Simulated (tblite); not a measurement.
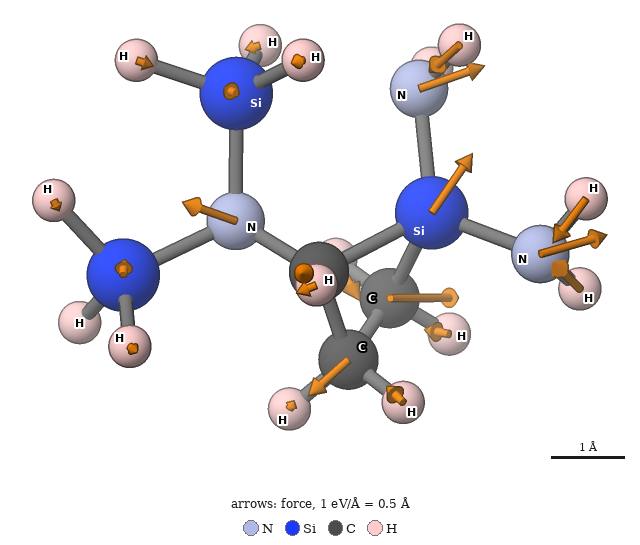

Starting geometry of C$_{3}$H$_{15}$N$_{3}$Si$_{3}$ with the computed forces as orange arrows. A ball-and-stick model, seen face on.

Level of theory: GFN2-xTB geometry optimisation, gas phase (tblite). 

Question: Is this structure relaxed? If not, where do the atoms go?

Answer: It isn't relaxed: the largest force vector, on a C atom, is 3.35 eV/Å. The final displacements have little in common with the starting forces (cosine between the two patterns 0.21). An H atom moves most after the best rigid fit: 2.25 Å. Largest moves by element: H 2.25 Å, C 1.13 Å, N 0.79 Å, Si 0.72 Å. Some distances before and after: N–Si 2.609 → 3.524 Å, Si–Si 3.179 → 3.464 Å, C–Si 1.842 → 1.926 Å, H–N 1.072 → 1.006 Å. Among the angles between lasting bonds that change: N–Si–C 109.9° → 126.5°, N–Si–N 118.7° → 103.5°, Si–C–N 111.0° → 125.7°. Groups turn about C–C by about 65°, C–C by about 60°, C–Si by about 55°. After 223 geometry steps the energy has fallen by 180.9 kJ/mol. Cost: 11 s on 1 thread of Intel(R) Xeon(R) Processor @ 2.50GHz, on a shared host.
